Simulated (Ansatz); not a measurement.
# SiO2, pressure series

The reference is SiO2 (space group P3_221, No. 154).

```yaml
crystal:
  lattice:
    - [4.94899, 0.00000, 0.00000]
    - [-2.47450, 4.28595, 0.00000]
    - [0.00000, 0.00000, 5.44148]
  atoms:
    - { symbol: Si, position: [0.00000, 0.47043, 0.33333] }
    - { symbol: Si, position: [0.52957, 0.52957, 0.00000] }
    - { symbol: Si, position: [0.47043, 0.00000, 0.66667] }
    - { symbol: O, position: [0.26679, 0.41257, 0.21435] }
    - { symbol: O, position: [0.58743, 0.85422, 0.88102] }
    - { symbol: O, position: [0.73321, 0.14578, 0.45231] }
    - { symbol: O, position: [0.85422, 0.58743, 0.11898] }
    - { symbol: O, position: [0.41257, 0.26679, 0.78565] }
    - { symbol: O, position: [0.14578, 0.73321, 0.54769] }
```

Cell and atoms are relaxed at each pressure.

Calculations: PBEsol (Ansatz, a quantum-chemistry and plane-wave program; PAW; 420 eV plane waves; no spin-orbit coupling).

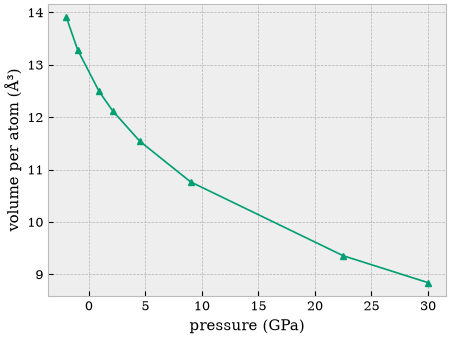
Volume against pressure

Question: Estimate the zero-pressure bulk modulus from the plot.

Answer: About 33 GPa; a third-order Birch–Murnaghan fit to the points gives V₀ = 12.86 Å³/atom, B₀ = 33 GPa and B₀′ = 4.7.

Between the base and pressure 2.1 GPa the gap moves from 5.72 eV to 5.87 eV, a mean slope of 69 meV/GPa.

Load acts through the strain it causes; cell and atoms are relaxed under it. Stability against distortions was not tested. Competing high-pressure phases were not computed.
